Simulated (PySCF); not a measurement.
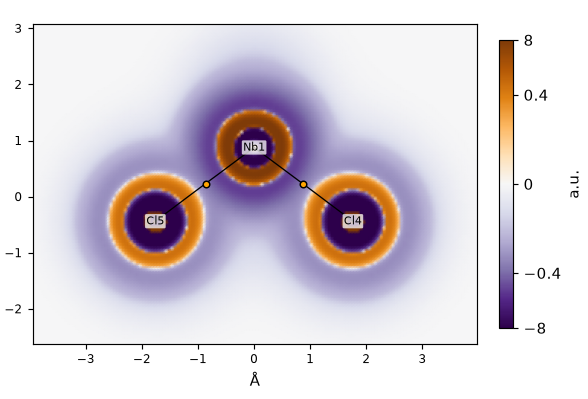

Figure. Cl3NbO. Negative Laplacian of the density (−∇²ρ) in the plane of Nb1, Cl4 and Cl5 (orange positive, purple negative, colour scale in a.u., logarithmic beyond ±0.04), with bond paths and bond critical points (dots).

Method: PBE0/def2-SVPD; geometry: GFN2-xTB; program: PySCF. Core potentials replace the inner electrons of Nb; spin–orbit coupling isn't included. This is a single-reference result, which may miss multireference character in this system. No frequency check shows the geometry to be a minimum. GFN2-xTB bond lengths at metals and heavier atoms can be off by up to 0.1 Å and shapes distorted, which carries into these values.

Q: At which bond critical points in this plane is charge locally concentrated, and at which depleted?

A: At none is it concentrated. Depleted (∇²ρ > 0): Nb1–Cl4 and Nb1–Cl5 (+0.29 a.u., H = −0.042). A positive Laplacian with negative H is typical of metal–ligand bonds.

Run time: 18 s on 1 thread of Arm Neoverse V2, with other jobs on the host, peak memory 0.54 GiB.
